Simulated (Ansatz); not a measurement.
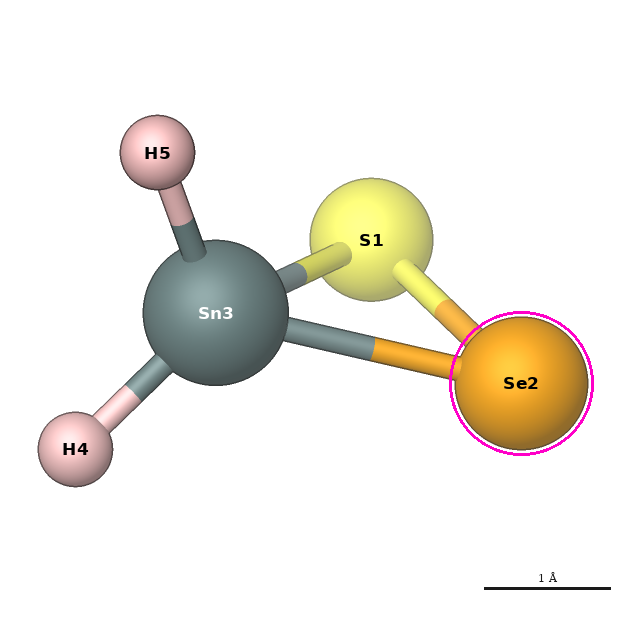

The picture comes from a calculation with Ansatz.

Orthographic view. Depth is shown by fading: the farther an atom, the more it takes the colour of the background. Geometry: atoms displaced at random (about 0.09 Å) from a stationary point of PBE0-D4.

Question: Name the neighbours of the circled atom.

Answer: The circled atom is Se2; it is bonded to S1, Sn3.

Question: Which atom is farthest from the viewer?

Answer: S1, 1.8 Å behind the mean position.

Question: Which atom is nearest the viewer?

Answer: H5, 1.1 Å in front of the mean position.
